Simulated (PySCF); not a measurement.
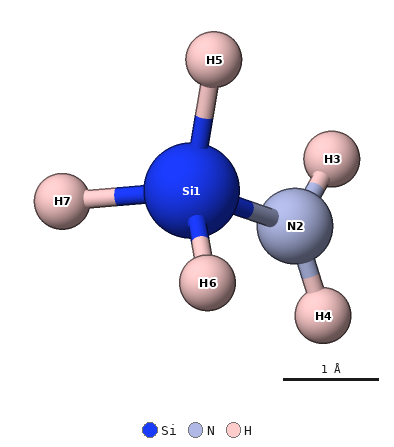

Figure 1. The input geometry (ball-and-stick view, seen at a tilt; atoms are numbered from 1 in the order of the input). Bond lengths as drawn: H–N 1.01 Å, H–Si 1.46 to 1.47 Å and N–Si 1.72 Å.

# Saddle-point search, with input and output: SiNH5 (part 1 of 4)

- system: SiNH5 (Si(NH2)H3), SMILES [H][Si]([H])([H])N
- method: mPW1PW91/6-31+G*, RKS, dispersion D4, sfX2C (PySCF 2.14.0)

Figures and captions count atoms from 1; the log counts them from 0 in places.

Input file (input.py)
```python
from pyscf import gto, dft
from pyscf.geomopt.geometric_solver import kernel as optimise

molecule = gto.Mole()
molecule.atom = 'input.xyz'
molecule.basis = '6-31+g*'
molecule.verbose = 3
molecule.cart = True
molecule.max_memory = 1860
molecule.build()

mf = dft.RKS(molecule)
mf.xc = 'mpw1pw'
mf = mf.sfx2c1e()
mf.disp = 'd4'
converged, mol_eq = optimise(mf, maxsteps=60, transition=True, hessian=True)
print('converged:', converged)
print(mol_eq.tostring())

mf.reset(mol_eq)
molecule = mol_eq
mf.kernel()
e_tot = mf.e_tot
print('E(%s) = %.9f' % ('MPW1PW91', e_tot))
```

File input.xyz
```
7
H5NSi
Si     0.111708     0.227247    -0.693657
N      0.090660     0.178690     1.028560
H      0.843597    -0.216297     1.568514
H     -0.675664     0.543251     1.570649
H      1.500148     0.214947    -1.146207
H     -0.635522     1.394217    -1.156767
H     -0.561422    -0.994843    -1.164237
```

Run on 1 thread of Arm Neoverse V1, 24 GiB of memory available, shared host.

Launch command:
```bash
OMP_NUM_THREADS=1 python input.py
```

Output
```
converged SCF energy = -347.810988703066

WARN: DFTD4 does not support analytical Hessian, using finite difference.

WARN: Mole.unit (angstrom) is changed to Bohr

#|     Arguments passed to driver run_optimizer():      |#
customengine              <pyscf.geomopt.geometric_solver.PySCFEngine object>
maxiter                   60
transition                True
----------------------------------------------------------
 Transition state optimization requested.
Custom engine selected.
Requested bond order-based connectivity but it is not available in the current engine
Bonds will be generated from interatomic distances less than 1.20 times sum of covalent radii
21 internal coordinates being used (instead of 21 Cartesians)
Internal coordinate system (atoms numbered from 1):
Distance 1-2
Distance 1-5
Distance 1-6
Distance 1-7
Distance 2-3
Distance 2-4
Angle 2-1-5
Angle 2-1-6
Angle 2-1-7
Angle 5-1-6
Angle 5-1-7
Angle 6-1-7
Angle 1-2-4
Angle 3-2-4
Out-of-Plane 2-1-3-4
Dihedral 5-1-2-3
Dihedral 5-1-2-4
Dihedral 6-1-2-3
Dihedral 6-1-2-4
Dihedral 7-1-2-3
Dihedral 7-1-2-4
Translation-X 1-7
Translation-Y 1-7
Translation-Z 1-7
Rotation-A 1-7
Rotation-B 1-7
Rotation-C 1-7
<class 'geometric.internal.Distance'> : 6
<class 'geometric.internal.Angle'> : 8
<class 'geometric.internal.OutOfPlane'> : 1
<class 'geometric.internal.Dihedral'> : 6
<class 'geometric.internal.TranslationX'> : 1
<class 'geometric.internal.TranslationY'> : 1
<class 'geometric.internal.TranslationZ'> : 1
<class 'geometric.internal.RotationA'> : 1
<class 'geometric.internal.RotationB'> : 1
<class 'geometric.internal.RotationC'> : 1
> ===== Optimization Info: ====
> Job type: Transition state optimization
> Maximum number of optimization cycles: 60
> Initial / maximum trust radius (Angstrom): 0.010 / 0.030
> Convergence Criteria:
> Will converge when all 5 criteria are reached:
>  |Delta-E| < 1.00e-06
>  RMS-Grad  < 3.00e-04
>  Max-Grad  < 4.50e-04
>  RMS-Disp  < 1.20e-03
>  Max-Disp  < 1.80e-03
> === End Optimization Info ===

Geometry optimization cycle 1
Cartesian coordinates (Angstrom)
 Atom        New coordinates             dX        dY        dZ
  Si   0.111708   0.227247  -0.693657   -0.000000  0.000000  0.000000
   N   0.090660   0.178690   1.028560    0.000000  0.000000  0.000000
   H   0.843597  -0.216297   1.568514    0.000000  0.000000  0.000000
   H  -0.675664   0.543251   1.570649    0.000000  0.000000  0.000000
   H   1.500148   0.214947  -1.146207    0.000000  0.000000  0.000000
   H  -0.635522   1.394217  -1.156767    0.000000 -0.000000  0.000000
   H  -0.561422  -0.994843  -1.164237    0.000000  0.000000  0.000000

WARN: Mole.unit (angstrom) is changed to Bohr

converged SCF energy = -347.810988703164
--------------- sfX2C1eRKS_Scanner gradients ---------------
         x                y                z
0 Si     0.0062869515     0.0119061462    -0.0133172016
1 N    -0.0035460281    -0.0063601329    -0.0000675583
2 H     0.0020486115    -0.0009916856    -0.0029081007
3 H    -0.0017651807     0.0011058993    -0.0031993609
4 H    -0.0085080926    -0.0014956568     0.0043011402
5 H     0.0032387719    -0.0078505330     0.0042759193
6 H     0.0022471822     0.0036880828     0.0109139549
----------------------------------------------
cycle 1: E = -347.810988703  dE = -347.811  norm(grad) = 0.0275893
>> Using Hessian data provided via params...
>> Initial Cartesian Hessian Eigenvalues
Hessian Eigenvalues:  -1.004e-02 -3.295e-03 -1.456e-03 -1.377e-03  4.451e-05  8.343e-05  1.221e-04
 2.895e-04  1.489e-02  2.893e-02  4.102e-02  4.615e-02    .....    5.573e-01  1.004e+00  1.210e+00

== Summary of harmonic free energy analysis ==
Note: Rotational symmetry is set to 1 regardless of true symmetry
2 Imaginary Frequencies (cm^-1): 311.866i 170.033i
Note: Free energy does not include contribution from imaginary mode(s)

Free energy contributions calculated at @ 300.00 K:
Zero-point vibrational energy:                                   31.4471 kcal/mol
H   (Trans + Rot + Vib = Tot):   1.4904 +   0.8942 +   0.3539 =   2.7385 kcal/mol
S   (Trans + Rot + Vib = Tot):  37.5327 +  20.9397 +   1.5124 =  59.9847 cal/mol/K
TS  (Trans + Rot + Vib = Tot):  11.2598 +   6.2819 +   0.4537 =  17.9954 kcal/mol

Ground State Electronic Energy    : E0                        =  -347.81098870 au (   -218254.6906 kcal/mol)
Free Energy Correction (Harmonic) : ZPVE + [H-TS]_T,R,V       =     0.02580067 au (        16.1902 kcal/mol)
Gibbs Free Energy (Harmonic)      : E0 + ZPVE + [H-TS]_T,R,V  =  -347.78518803 au (   -218238.5004 kcal/mol)

Step    0 : Gradient = 1.043e-02/1.894e-02 (rms/max) Energy = -347.8109887032
Hessian Eigenvalues:  -9.931e-04 -2.219e-04 -4.252e-05 -2.000e-06  1.716e-04  3.990e-04  6.014e-04
 8.565e-04  5.307e-02  5.615e-02  8.580e-02  1.233e-01    .....    3.153e-01  4.886e-01  4.947e-01

Geometry optimization cycle 2
Cartesian coordinates (Angstrom)
 Atom        New coordinates             dX        dY        dZ
  Si   0.108972   0.222672  -0.691696   -0.002736 -0.004575  0.001961
   N   0.092232   0.179248   1.032967    0.001572  0.000558  0.004407
   H   0.847383  -0.205653   1.576855    0.003786  0.010644  0.008341
   H  -0.674911   0.539966   1.576552    0.000753 -0.003285  0.005903
   H   1.501374   0.210243  -1.146413    0.001226 -0.004704 -0.000206
   H  -0.635949   1.395344  -1.158307   -0.000427  0.001127 -0.001540
   H  -0.565373  -0.994847  -1.183116   -0.003951 -0.000004 -0.018879
converged SCF energy = -347.811672681748
--------------- sfX2C1eRKS_Scanner gradients ---------------
         x                y                z
0 Si     0.0054834951     0.0107482997    -0.0122163303
1 N    -0.0029002786    -0.0057936273     0.0011313843
2 H     0.0016030988    -0.0007224277    -0.0023606483
3 H    -0.0014344127     0.0009686596    -0.0027840871
4 H    -0.0068822173    -0.0014381613     0.0035357882
5 H     0.0024084483    -0.0064897695     0.0034820999
6 H     0.0017237607     0.0027289559     0.0092099422
----------------------------------------------
cycle 2: E = -347.811672682  dE = -0.000683979  norm(grad) = 0.0239734
Step    1 : Displace = 9.981e-03/1.929e-02 (rms/max) Trust = 1.000e-02 (=) Grad = 9.061e-03/1.717e-02 (rms/max) E (change) = -347.8116726817 (-6.840e-04) Quality = 0.999
Hessian Eigenvalues:  -6.010e-04 -2.214e-04 -4.251e-05 -2.001e-06  1.716e-04  3.976e-04  6.014e-04
 8.519e-04  5.305e-02  5.615e-02  8.581e-02  1.233e-01    .....    3.148e-01  4.886e-01  4.947e-01

Geometry optimization cycle 3
Cartesian coordinates (Angstrom)
 Atom        New coordinates             dX        dY        dZ
  Si   0.104310   0.214753  -0.687585   -0.004663 -0.007919  0.004111
   N   0.093762   0.179585   1.039198    0.001530  0.000337  0.006231
   H   0.853046  -0.190540   1.587419    0.005663  0.015113  0.010564
   H  -0.673955   0.534865   1.585791    0.000956 -0.005101  0.009239
   H   1.502204   0.202545  -1.144872    0.000830 -0.007698  0.001541
   H  -0.636460   1.395705  -1.159126   -0.000511  0.000361 -0.000819
   H  -0.571304  -0.995240  -1.209313   -0.005931 -0.000393 -0.026197
converged SCF energy = -347.812440866503
--------------- sfX2C1eRKS_Scanner gradients ---------------
         x                y                z
0 Si     0.0043330133     0.0088809010    -0.0100144451
1 N    -0.0020655514    -0.0049091088     0.0020483981
2 H     0.0010806285    -0.0003733591    -0.0016475341
3 H    -0.0010277837     0.0008173521    -0.0021681587
4 H    -0.0047493291    -0.0013235988     0.0025137519
5 H     0.0013614964    -0.0046740555     0.0024478443
6 H     0.0010689391     0.0015833668     0.0068174504
----------------------------------------------
cycle 3: E = -347.812440867  dE = -0.000768185  norm(grad) = 0.0187454
Step    2 : Displace = 1.416e-02/2.759e-02 (rms/max) Trust = 1.414e-02 (+) Grad = 7.085e-03/1.407e-02 (rms/max) E (change) = -347.8124408665 (-7.682e-04) Quality = 0.997
Hessian Eigenvalues:  -2.223e-04 -4.252e-05 -2.002e-06  1.716e-04  2.672e-04  3.984e-04  6.014e-04
 8.522e-04  5.300e-02  5.614e-02  8.582e-02  1.233e-01    .....    3.140e-01  4.886e-01  4.947e-01

Geometry optimization cycle 4
Cartesian coordinates (Angstrom)
 Atom        New coordinates             dX        dY        dZ
  Si   0.098398   0.203289  -0.682481   -0.005912 -0.011464  0.005104
   N   0.090408   0.174307   1.044744   -0.003354 -0.005278  0.005545
   H   0.856906  -0.174884   1.596784    0.003860  0.015656  0.009366
   H  -0.663375   0.551486   1.596387    0.010580  0.016622  0.010596
   H   1.503174   0.200876  -1.142695    0.000970 -0.001669  0.002178
   H  -0.639630   1.394435  -1.155595   -0.003170 -0.001270  0.003531
   H  -0.570751  -0.996234  -1.249933    0.000554 -0.000994 -0.040620
converged SCF energy = -347.813082803532
--------------- sfX2C1eRKS_Scanner gradients ---------------
         x                y                z
0 Si     0.0028074884     0.0059420724    -0.0060864026
1 N    -0.0012217237    -0.0034415863     0.0019155550
2 H     0.0005692636    -0.0000182507    -0.0008764343
3 H    -0.0005375743     0.0006222750    -0.0012770843
4 H    -0.0023190336    -0.0010852230     0.0012947399
5 H     0.0003105917    -0.0025149764     0.0012713978
6 H     0.0003919707     0.0004965634     0.0037552681
----------------------------------------------
cycle 4: E = -347.813082804  dE = -0.000641937  norm(grad) = 0.0114635
Step    3 : Displace = 1.989e-02/4.049e-02 (rms/max) Trust = 2.000e-02 (+) Grad = 4.333e-03/8.957e-03 (rms/max) E (change) = -347.8130828035 (-6.419e-04) Quality = 0.989
Hessian Eigenvalues:  -4.262e-05 -2.069e-06  9.791e-05  1.716e-04  3.950e-04  6.014e-04  7.090e-04
 8.556e-04  5.298e-02  5.614e-02  8.588e-02  1.233e-01    .....    3.129e-01  4.886e-01  4.947e-01

Geometry optimization cycle 5
Cartesian coordinates (Angstrom)
 Atom        New coordinates             dX        dY        dZ
  Si   0.088725   0.181272  -0.690305   -0.009673 -0.022016 -0.007824
   N  -0.002854   0.012283   1.022651   -0.093263 -0.162024 -0.022092
   H   0.722018  -0.427078   1.567172   -0.134888 -0.252194 -0.029612
   H  -0.828336   0.214909   1.563775   -0.164961 -0.336578 -0.032612
   H   1.524558   0.280317  -1.054386    0.021384  0.079441  0.088308
   H  -0.642483   1.410593  -1.091408   -0.002853  0.016158  0.064187
   H  -0.497783  -0.952194  -1.462492    0.072968  0.044039 -0.212559
converged SCF energy = -347.813653244266
--------------- sfX2C1eRKS_Scanner gradients ---------------
         x                y                z
0 Si     0.0007125058     0.0007374706     0.0001755842
1 N    -0.0010729849    -0.0016950583    -0.0007381041
2 H     0.0003138625     0.0006636421    -0.0003827134
3 H     0.0002952851     0.0005913772    -0.0000239931
4 H    -0.0002008320    -0.0000791819     0.0002004886
5 H     0.0000199158    -0.0001896346     0.0002381375
6 H    -0.0000632432    -0.0000334482     0.0005310467
----------------------------------------------
cycle 5: E = -347.813653244  dE = -0.000570441  norm(grad) = 0.00269102
Step    4 : Displace = 2.794e-02/5.435e-02 (rms/max) Trust = 2.828e-02 (+) Grad = 1.017e-03/2.138e-03 (rms/max) E (change) = -347.8136532443 (-5.704e-04) Quality = 0.811
Hessian Eigenvalues:  -1.868e-04 -1.843e-06  8.949e-05  1.718e-04  3.938e-04  6.012e-04  6.792e-04
 8.549e-04  5.297e-02  5.614e-02  8.590e-02  1.233e-01    .....    3.125e-01  4.886e-01  4.947e-01

Geometry optimization cycle 6
Cartesian coordinates (Angstrom)
 Atom        New coordinates             dX        dY        dZ
  Si   0.089370   0.189816  -0.663102    0.000646  0.008543  0.027203
   N   0.138926   0.233304   1.060052    0.141781  0.221021  0.037400
   H   0.920140  -0.102598   1.600161    0.198122  0.324479  0.032989
   H  -0.583669   0.640520   1.632034    0.244668  0.425612  0.068259
   H   1.488810   0.153806  -1.159890   -0.035748 -0.126511 -0.105504
   H  -0.611213   1.402212  -1.161691    0.031269 -0.008380 -0.070283
   H  -0.621268  -0.992824  -1.227917   -0.123486 -0.040630  0.234575
converged SCF energy = -347.813442905671
--------------- sfX2C1eRKS_Scanner gradients ---------------
         x                y                z
0 Si     0.0003290702     0.0005742573    -0.0002864929
1 N    -0.0007270563    -0.0014320289    -0.0002706897
2 H     0.0001834819     0.0004797791    -0.0000309027
3 H     0.0002848330     0.0004731679    -0.0000397951
4 H    -0.0000770571     0.0000014332     0.0001476164
5 H     0.0000176988    -0.0000858972     0.0001463959
6 H    -0.0000140211    -0.0000160332     0.0003316631
----------------------------------------------
cycle 6: E = -347.813442906  dE = 0.000210339  norm(grad) = 0.00197774
Step    5 : Displace = 2.701e-02/5.067e-02 (rms/max) Trust = 3.000e-02 (+) Grad = 7.475e-04/1.629e-03 (rms/max) E (change) = -347.8134429057 (+2.103e-04) Quality = 0.912
Hessian Eigenvalues:  -1.170e-04 -1.102e-06  5.004e-05  1.717e-04  3.892e-04  5.432e-04  6.026e-04
 8.537e-04  5.297e-02  5.614e-02  8.590e-02  1.233e-01    .....    3.124e-01  4.886e-01  4.947e-01

Geometry optimization cycle 7
Cartesian coordinates (Angstrom)
 Atom        New coordinates             dX        dY        dZ
  Si   0.097788   0.219638  -0.592320    0.008418  0.029822  0.070782
   N   0.355782   0.564837   1.076769    0.216856  0.331533  0.016717
   H   1.206776   0.325831   1.559469    0.286636  0.428429 -0.040692
   H  -0.299119   1.061543   1.659281    0.284550  0.421022  0.027247
   H   1.429923   0.004364  -1.212681   -0.058887 -0.149443 -0.052790
   H  -0.600082   1.361910  -1.239901    0.011131 -0.040303 -0.078210
   H  -0.727743  -0.994733  -0.850501   -0.106475 -0.001909  0.377415
converged SCF energy = -347.813452614243
--------------- sfX2C1eRKS_Scanner gradients ---------------
         x                y                z
0 Si     0.0004927435     0.0003660522     0.0001845765
1 N    -0.0007322729    -0.0011297033     0.0002763204
2 H     0.0001165693     0.0003368118    -0.0005068623
3 H     0.0002185969     0.0004189898    -0.0003015357
4 H    -0.0000445868     0.0000209191     0.0001103783
5 H    -0.0000415425    -0.0000746503     0.0001319488
6 H    -0.0000198458     0.0000736665     0.0001097188
----------------------------------------------
cycle 7: E = -347.813452614  dE = -9.70857e-06  norm(grad) = 0.00174787
Step    6 : Displace = 2.977e-02/4.955e-02 (rms/max) Trust = 3.000e-02 (=) Grad = 6.606e-04/1.374e-03 (rms/max) E (change) = -347.8134526142 (-9.709e-06) Quality = -3.405
Poor-quality step dominated by net translation/rotation detected; will project out net forces and torques past this point.
Rejecting step - quality is lower than 0.0
Hessian Eigenvalues:  -1.170e-04 -1.102e-06  5.004e-05  1.717e-04  3.892e-04  5.432e-04  6.026e-04
 8.537e-04  5.297e-02  5.614e-02  8.590e-02  1.233e-01    .....    3.124e-01  4.886e-01  4.947e-01

Geometry optimization cycle 8
Cartesian coordinates (Angstrom)
 Atom        New coordinates             dX        dY        dZ
  Si   0.094884   0.206656  -0.622103   -0.002905 -0.012982 -0.029783
   N   0.275223   0.445099   1.075925   -0.080559 -0.119738 -0.000844
   H   1.097218   0.164859   1.586168   -0.109559 -0.160972  0.026699
   H  -0.402939   0.914794   1.654281   -0.103820 -0.146748 -0.005000
   H   1.453841   0.061822  -1.204191    0.023918  0.057458  0.008490
   H  -0.603952   1.377429  -1.215022   -0.003870  0.015519  0.024878
   H  -0.689688  -1.004710  -0.996461    0.038055 -0.009977 -0.145960
converged SCF energy = -347.813452133833
```
